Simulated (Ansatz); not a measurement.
TiO2, response to strain

Base system: TiO2 in the anatase structure (space group I4_1/amd, No. 141; a = 3.770 Å, c = 9.552 Å).

Strains are applied to the cell and any free atomic positions relax.

Computed with PBEsol (Ansatz, a first-principles code), scalar-relativistic without spin-orbit coupling.

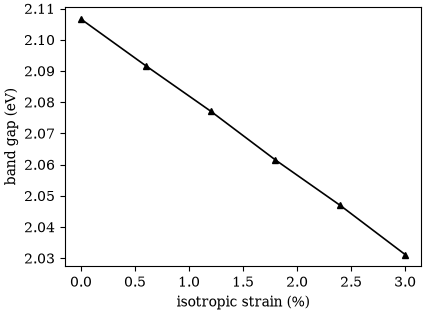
Fig. 1. Band gap against isotropic strain

```tsv
isotropic strain (%)	band gap
0.6	2.09 eV
1.2	2.08 eV
1.8	2.06 eV
2.4	2.05 eV
3	2.03 eV
```

Stability against distortions was not tested. The final runs are not spin-polarised.
